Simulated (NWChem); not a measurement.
# C4H6 (2-butyne) at 5 levels

Aim: a comparison of 5 runs (BLYP/cc-pVDZ, PBE/cc-pVDZ, SVWN5/cc-pVDZ, TPSS/cc-pVDZ, revPBE/cc-pVDZ) of C4H6 (2-butyne). 

Program for the calculation: NWChem 7.3.0.

**1. The system as given**

C4H6: 10 atoms, total charge 0, spin state singlet. SMILES: `CC#CC`. Geometry: relaxed at PBE0-D4/def2-TZVP.

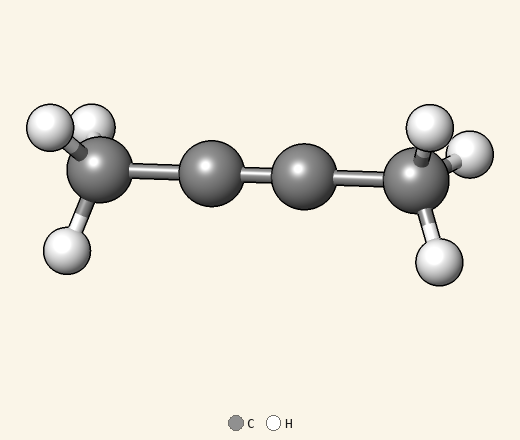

Viewed from a chosen angle; carbon grey, hydrogen white.

**2. Energy and gradient at BLYP/cc-pVDZ (run 1)**

Contents of calc.nw:

```
START calc
TITLE "C4H6"
memory 2200 mb
GEOMETRY units au noautosym nocenter noautoz
  C     -1.86780530     2.28902525    -2.49084800
  C     -0.53649325     0.66329387    -0.72867839
  C      0.56653989    -0.68313599     0.73037915
  C      1.89936373    -2.30830046     2.49198184
  H     -2.93965796     1.17767732    -3.86297814
  H     -3.19609379     3.52509511    -1.50384405
  H     -0.55047722     3.48597778    -3.53870114
  H      3.93629952    -2.25860066     2.15353189
  H      1.56885063    -1.71813899     4.44369098
  H      1.27651000    -4.26945823     2.31113505
END
BASIS spherical bse
  * library cc-pVDZ
END
DFT
  xc becke88 lyp
  mult 1
  grid xfine
  convergence energy 1e-08
  maxiter 100
  mulliken
END
TASK dft gradient
```

The run is started by

```
$ nwchem calc.nw > calc.out
```

Output:

```text
[...]
          Wavefunction type:  closed shell.
          No. of atoms     :    10
          No. of electrons :    30
[...]
          Charge           :     0
          Spin multiplicity:     1
[...]
          AO basis - number of functions:    86
[...]
              XC Information
              --------------
                    Becke 1988 Exchange Functional  1.000
              Lee-Yang-Parr Correlation Functional  1.000
[...]
 d= 0,ls=0.0,diis     1   -155.8464974090 -2.56D+02  1.55D-02  3.99D-01     4.3
[...]
 d= 0,ls=0.0,diis    10   -155.8910986535 -1.17D-10  9.63D-08  5.86D-11    38.6
         Total DFT energy =     -155.891098653538
      One electron energy =     -406.777432780515
           Coulomb energy =      174.344912883055
    Exchange-Corr. energy =      -23.826794609153
 Nuclear repulsion energy =      100.368215853075
[...]
      Total Density - Mulliken Population Analysis
     ---------------------------------------------
    Atom       Charge   Shell Charges
 -----------   ------   -------------------------------------------------------
    1 C    6     5.89   2.02  0.67  0.12  2.17  0.86  0.05
    2 C    6     6.21   2.01  0.66  0.58  2.08  0.82  0.05
    3 C    6     6.21   2.01  0.66  0.58  2.08  0.82  0.05
    4 C    6     5.89   2.02  0.67  0.12  2.17  0.86  0.05
    5 H    1     0.97   0.75  0.19  0.03
    6 H    1     0.97   0.75  0.19  0.03
    7 H    1     0.97   0.75  0.19  0.03
    8 H    1     0.97   0.75  0.19  0.03
    9 H    1     0.97   0.75  0.19  0.03
   10 H    1     0.97   0.75  0.19  0.03
[...]
  wavefunction    = closed shell
                         DFT ENERGY GRADIENTS
    atom               coordinates                        gradient
                 x          y          z           x          y          z
   1 C      -1.867805   2.289025  -2.490848   -0.001267   0.001646  -0.001743
   2 C      -0.536493   0.663294  -0.728678    0.016026  -0.019576   0.021214
   3 C       0.566540  -0.683136   0.730379   -0.016047   0.019569  -0.021218
   4 C       1.899364  -2.308300   2.491982    0.001374  -0.001591   0.001724
   5 H      -2.939658   1.177677  -3.862978    0.006307   0.004934   0.008100
   6 H      -3.196094   3.525095  -1.503844    0.007653  -0.007336  -0.004229
   7 H      -0.550477   3.485978  -3.538701   -0.006207  -0.007139   0.006433
   8 H       3.936300  -2.258601   2.153532   -0.011387   0.000610   0.000834
   9 H       1.568851  -1.718139   4.443691    0.001021  -0.002213  -0.011124
  10 H       1.276510  -4.269458   2.311135    0.002528   0.011095   0.000008
[...]
```

Run time: 46 s. Hardware: 1 thread of Intel Xeon Platinum 8488C (Sapphire Rapids), shared host; peak memory 0.14 GiB.

**3. Energy and forces at PBE/cc-pVDZ (run 2)**

Contents of input.xyz:

```xyz
10

C     -0.988400     1.211300    -1.318100
C     -0.283900     0.351000    -0.385600
C      0.299800    -0.361500     0.386500
C      1.005100    -1.221500     1.318700
H     -1.555600     0.623200    -2.044200
H     -1.691300     1.865400    -0.795800
H     -0.291300     1.844700    -1.872600
H      2.083000    -1.195200     1.139600
H      0.830200    -0.909200     2.351500
H      0.675500    -2.259300     1.223000
```

Contents of run.py:

```python
from ase.io import read
from ase.calculators.nwchem import NWChem

molecule = read('input.xyz')

calc = NWChem(
    label='input',
    theory='dft',
    memory='2200 mb',
    basis='cc-pVDZ',
    basispar='spherical bse',
    dft={'xc': 'xpbe96 cpbe96', 'mult': '1', 'grid': 'xfine', 'convergence': 'energy 1e-08', 'iterations': '100', 'mulliken': None},
)
molecule.calc = calc

forces = molecule.get_forces()
print("Total energy (eV):", round(molecule.get_potential_energy(), 6))
print("forces (eV/A):")
for s, f in zip(molecule.symbols, forces):
    print(f"{s:2s} {f[0]:10.5f} {f[1]:10.5f} {f[2]:10.5f}")
print("dipole (e A):", molecule.get_dipole_moment().round(4))
```

The run is started by

```
$ export ASE_NWCHEM_COMMAND="nwchem PREFIX.nwi > PREFIX.nwo"
$ python run.py
```

Output:

```text
Total energy (eV): -4238.427303
forces (eV/A):
C     0.16918   -0.21170    0.22729
C    -1.01142    1.23536   -1.33882
C     1.01271   -1.23500    1.33893
C    -0.17484    0.20872   -0.22626
H    -0.30771   -0.25989   -0.39482
H    -0.37543    0.35738    0.22538
H     0.32185    0.34751   -0.31100
H     0.56333   -0.01903   -0.05461
H    -0.06094    0.12300    0.54693
H    -0.13678   -0.54641   -0.01306
dipole (e A): [ 0.0002  0.0001 -0.0001]
```

The calculator wrote input.nwi:

```
title "input"

permanent_dir input

scratch_dir input

start input

geometry units angstrom nocenter noautosym noautoz
  C  -9.8839999999999995e-01 1.2113000000000000e+00 -1.3181000000000000e+00
  C  -2.8389999999999999e-01 3.5099999999999998e-01 -3.8560000000000000e-01
  C  2.9980000000000001e-01 -3.6149999999999999e-01 3.8650000000000001e-01
  C  1.0051000000000001e+00 -1.2215000000000000e+00 1.3187000000000000e+00
  H  -1.5556000000000001e+00 6.2319999999999998e-01 -2.0442000000000000e+00
  H  -1.6913000000000000e+00 1.8653999999999999e+00 -7.9579999999999995e-01
  H  -2.9130000000000000e-01 1.8447000000000000e+00 -1.8726000000000000e+00
  H  2.0830000000000002e+00 -1.1952000000000000e+00 1.1395999999999999e+00
  H  8.3020000000000005e-01 -9.0920000000000001e-01 2.3515000000000001e+00
  H  6.7549999999999999e-01 -2.2593000000000001e+00 1.2230000000000001e+00
end

memory 2200 mb

basis spherical bse noprint
   * library cc-pVDZ
end

dft
  xc xpbe96 cpbe96
  mult 1
  grid xfine
  convergence energy 1e-08
  iterations 100
  mulliken
end

task dft gradient
```

input.nwo:

```text
Northwest Computational Chemistry Package (NWChem) 7.3.0
             --------------------------------------------------------

           Job information
           ---------------

    nwchem branch   = 7.3.0
    use scalapack   = T
    input           = input.nwi
    prefix          = input.
    data base       = input/input.db
    status          = startup
    nproc           =        1

           Memory information
           ------------------

    heap     =     72089600 doubles =      550.0 Mbytes
    stack    =     72089597 doubles =      550.0 Mbytes
    global   =    144179200 doubles =     1100.0 Mbytes (distinct from heap & stack)
    total    =    288358397 doubles =     2200.0 Mbytes
    verify   = yes
    hardfail = no

[... 107 lines left out ...]
  convergence criterion.
[... 36 lines left out ...]
          Spatial weights used:  Erf1
[... 79 lines left out ...]
         Total DFT energy =     -155.759331748755
[... 3 lines left out ...]
 Nuclear repulsion energy =      100.368223008157
[... 679 lines left out ...]
          Convergence on gradient requested:  5.00D-04
[... 23 lines left out ...]
          total energy or number of iterations.
[... 26 lines left out ...]
                         DFT ENERGY GRADIENTS

    atom               coordinates                        gradient
                 x          y          z           x          y          z
   1 C      -1.867805   2.289025  -2.490848   -0.003290   0.004117  -0.004420
   2 C      -0.536493   0.663294  -0.728678    0.019669  -0.024024   0.026036
   3 C       0.566540  -0.683136   0.730379   -0.019694   0.024017  -0.026038
[... 6 lines of this table left out ...]
  10 H       1.276510  -4.269458   2.311135    0.002660   0.010626   0.000254

                 ----------------------------------------
                 |  Time  |  1-e(secs)   |  2-e(secs)   |
                 ----------------------------------------
                 |  CPU   |       0.01   |       1.69   |
                 ----------------------------------------
                 |  WALL  |       0.01   |       1.69   |
                 ----------------------------------------

 Task  times  cpu:       50.0s     wall:       50.0s
 Total times  cpu:       50.1s     wall:       50.1s
```

Run time: 51 s. Hardware: 1 thread of Intel Xeon Platinum 8488C (Sapphire Rapids), shared host; peak memory 0.15 GiB.

Run 3 isn't shown in full; the table further down has it.

**4. Energy and forces at TPSS/cc-pVDZ (run 4)**

Contents of c4h6.nw:

```
echo
start c4h6
memory total 2200 mb
charge 0

geometry units angstroms noautosym nocenter noautoz
C    -0.988400    1.211300   -1.318100
C    -0.283900    0.351000   -0.385600
C     0.299800   -0.361500    0.386500
C     1.005100   -1.221500    1.318700
H    -1.555600    0.623200   -2.044200
H    -1.691300    1.865400   -0.795800
H    -0.291300    1.844700   -1.872600
H     2.083000   -1.195200    1.139600
H     0.830200   -0.909200    2.351500
H     0.675500   -2.259300    1.223000
end

basis spherical bse
* library cc-pVDZ
end

dft
xc xtpss03 ctpss03
mult 1
grid xfine
convergence energy 1e-08
iterations 100
mulliken
end

task dft gradient
```

The run is started by

```
$ nwchem c4h6.nw > c4h6.out
```

Output:

```text
[...]
          Wavefunction type:  closed shell.
          No. of atoms     :    10
          No. of electrons :    30
[...]
          Charge           :     0
          Spin multiplicity:     1
[...]
          AO basis - number of functions:    86
[...]
              XC Information
              --------------
                  TPSS metaGGA Exchange Functional  1.000
             TPSS03 metaGGA Correlation Functional  1.000
[...]
 d= 0,ls=0.0,diis     1   -155.9722310287 -2.56D+02  9.32D-03  2.82D-01     5.8
[...]
 d= 0,ls=0.0,diis    10   -156.0117431426 -3.76D-11  4.77D-08  9.05D-12    51.5
         Total DFT energy =     -156.011743142606
      One electron energy =     -406.762182838491
           Coulomb energy =      174.344672299511
    Exchange-Corr. energy =      -23.962455611784
 Nuclear repulsion energy =      100.368223008157
[...]
      Total Density - Mulliken Population Analysis
     ---------------------------------------------
    Atom       Charge   Shell Charges
 -----------   ------   -------------------------------------------------------
    1 C    6     5.96   2.01  0.67  0.20  2.14  0.88  0.05
    2 C    6     6.21   2.01  0.67  0.60  2.06  0.81  0.06
    3 C    6     6.21   2.01  0.67  0.60  2.06  0.81  0.06
    4 C    6     5.96   2.01  0.67  0.20  2.14  0.88  0.05
    5 H    1     0.94   0.76  0.16  0.03
    6 H    1     0.94   0.76  0.16  0.03
    7 H    1     0.94   0.76  0.16  0.03
    8 H    1     0.94   0.76  0.16  0.03
    9 H    1     0.94   0.76  0.16  0.03
   10 H    1     0.94   0.76  0.16  0.03
[...]
  wavefunction    = closed shell
                         DFT ENERGY GRADIENTS
    atom               coordinates                        gradient
                 x          y          z           x          y          z
   1 C      -1.867805   2.289025  -2.490848   -0.000298   0.000465  -0.000461
   2 C      -0.536493   0.663294  -0.728678    0.014736  -0.018004   0.019511
   3 C       0.566540  -0.683136   0.730379   -0.014761   0.017996  -0.019513
   4 C       1.899364  -2.308300   2.491982    0.000406  -0.000410   0.000443
   5 H      -2.939658   1.177677  -3.862978    0.004468   0.003922   0.005729
   6 H      -3.196094   3.525095  -1.503844    0.005469  -0.005188  -0.003425
   7 H      -0.550477   3.485978  -3.538701   -0.004830  -0.005044   0.004497
   8 H       3.936299  -2.258601   2.153532   -0.008249   0.000194   0.000903
   9 H       1.568851  -1.718139   4.443691    0.000972  -0.001902  -0.007973
  10 H       1.276510  -4.269458   2.311135    0.002086   0.007971   0.000288
[...]
```

Run time: 65 s. Hardware: 1 thread of Intel Xeon Platinum 8488C (Sapphire Rapids), shared host; peak memory 0.14 GiB.

**5. Energy and forces at revPBE/cc-pVDZ (run 5)**

Contents of c4h6.nw:

```
start c4h6
title "C4H6"
memory total 2200 mb

geometry units angstrom noautosym nocenter noautoz
  C    -0.988400    1.211300   -1.318100
  C    -0.283900    0.351000   -0.385600
  C     0.299800   -0.361500    0.386500
  C     1.005100   -1.221500    1.318700
  H    -1.555600    0.623200   -2.044200
  H    -1.691300    1.865400   -0.795800
  H    -0.291300    1.844700   -1.872600
  H     2.083000   -1.195200    1.139600
  H     0.830200   -0.909200    2.351500
  H     0.675500   -2.259300    1.223000
end

basis spherical bse
  * library cc-pVDZ
end

dft
  xc revpbe cpbe96
  grid xfine
  convergence energy 1e-08
  iterations 100
  mulliken
  noprint "final vectors analysis"
end

task dft gradient
```

The run is started by

```
$ nwchem c4h6.nw > c4h6.out
```

Output:

```text
[...]
          Wavefunction type:  closed shell.
          No. of atoms     :    10
          No. of electrons :    30
[...]
          Charge           :     0
          Spin multiplicity:     1
[...]
          AO basis - number of functions:    86
[...]
              XC Information
              --------------
                        RevPBE Exchange Functional  1.000
            Perdew 1991 LDA Correlation Functional  1.000 local
           PerdewBurkeErnz. Correlation Functional  1.000 non-local
[...]
 d= 0,ls=0.0,diis     1   -155.8978000520 -2.56D+02  1.08D-02  3.40D-01     5.0
[...]
 d= 0,ls=0.0,diis    10   -155.9364280032 -6.92D-11  3.54D-08  6.25D-12    41.2
         Total DFT energy =     -155.936428003236
      One electron energy =     -406.762310563666
           Coulomb energy =      174.327386194703
    Exchange-Corr. energy =      -23.869726642431
 Nuclear repulsion energy =      100.368223008157
[...]
      Total Density - Mulliken Population Analysis
     ---------------------------------------------
    Atom       Charge   Shell Charges
 -----------   ------   -------------------------------------------------------
    1 C    6     5.95   2.02  0.66  0.21  2.14  0.87  0.05
    2 C    6     6.20   2.01  0.67  0.60  2.06  0.80  0.06
    3 C    6     6.20   2.01  0.67  0.60  2.06  0.80  0.06
    4 C    6     5.95   2.02  0.66  0.21  2.14  0.87  0.05
    5 H    1     0.95   0.75  0.17  0.03
    6 H    1     0.95   0.75  0.17  0.03
    7 H    1     0.95   0.75  0.17  0.03
    8 H    1     0.95   0.75  0.17  0.03
    9 H    1     0.95   0.75  0.17  0.03
   10 H    1     0.95   0.75  0.17  0.03
[...]
  wavefunction    = closed shell
                         DFT ENERGY GRADIENTS
    atom               coordinates                        gradient
                 x          y          z           x          y          z
   1 C      -1.867805   2.289025  -2.490848   -0.001755   0.002242  -0.002388
   2 C      -0.536493   0.663294  -0.728678    0.019863  -0.024260   0.026291
   3 C       0.566540  -0.683136   0.730379   -0.019886   0.024253  -0.026294
   4 C       1.899364  -2.308300   2.491982    0.001863  -0.002185   0.002369
   5 H      -2.939658   1.177677  -3.862978    0.006221   0.005190   0.007984
   6 H      -3.196094   3.525095  -1.503844    0.007584  -0.007227  -0.004493
   7 H      -0.550477   3.485978  -3.538701   -0.006443  -0.007028   0.006297
   8 H       3.936299  -2.258601   2.153532   -0.011363   0.000421   0.001058
   9 H       1.568851  -1.718139   4.443691    0.001194  -0.002436  -0.011044
  10 H       1.276510  -4.269458   2.311135    0.002721   0.011031   0.000221
[...]
```

It took 49 s on 1 thread of Intel Xeon Platinum 8488C (Sapphire Rapids), shared host; peak memory 0.14 GiB.

**6. Overview of the runs**

```
run           level  energy (Eh)  dipole moment (D)  HOMO energy (eV)  LUMO energy (eV)  wall time
  1    BLYP/cc-pVDZ  -155.891099               0.00             -5.52              1.06       46 s
  2     PBE/cc-pVDZ  -155.759332               0.00             -5.71              0.91       51 s
  3   SVWN5/cc-pVDZ  -154.492064               0.00             -5.80              0.77       24 s
  4    TPSS/cc-pVDZ  -156.011743               0.00             -5.77              1.09       65 s
  5  revPBE/cc-pVDZ  -155.936428               0.00                 –                 –       49 s
```

**7. Results**

| quantity | value |
| --- | --- |
| run 5: total energy | -155.93643 Eh |
| run 5: dipole moment | 0.00 D |
| run 5: largest force on an atom | 2.105 eV/Å |

In words: Over runs 1, 2, 3, 4 the HOMO–LUMO gap runs from 6.57 eV (SVWN5/cc-pVDZ) to 6.87 eV (TPSS/cc-pVDZ). Totals of different functionals can't be ranked against each other. All runs together took 3.9 min, the longest 65 s.
